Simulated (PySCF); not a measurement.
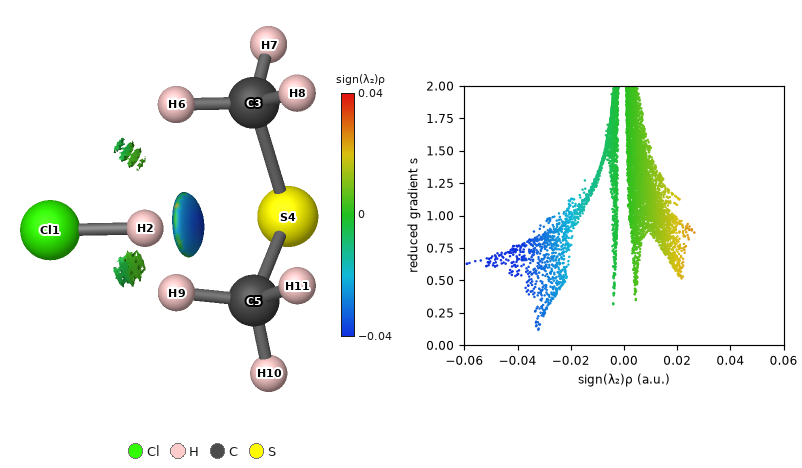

Figure. C$_{2}$H$_{7}$ClS, SMILES `Cl.CSC`. Non-covalent interaction surfaces between the fragments (reduced density gradient s = 0.5, coloured by sign(λ₂)ρ in a.u.; trimmed to the region between the fragments where ρ is under 0.06 a.u.). Fragment A: HCl (atoms 1–2); fragment B: H6C2S. The plot gives s against sign(λ₂)ρ for grid points between the fragments.

Level of theory: HF/def2-SVPD (PySCF), at a geometry from GFN2-xTB. GFN2-xTB bond lengths at metals and heavier atoms can be off by up to 0.1 Å and shapes distorted, which carries into these values.

**Which interactions hold the two fragments together?**

Bond critical points between the fragments: H2···S4, hydrogen bond, 2.15 Å, ρ = 0.033 a.u. It appears blue (attractive, sign(λ₂)ρ well below zero). The pose is a local one from a semi-empirical search, not shown to be the most stable.

**How strongly are they bound?**

The counterpoise-corrected interaction energy of the frozen fragments is −1.4 kcal/mol without dispersion correction and −7.2 kcal/mol with D3(BJ). The pair geometry is semi-empirical, not a minimum at this level.

Cost of the run: 6.5 s on 1 thread of Arm Neoverse V1 (shared host), peak memory 0.29 GiB.
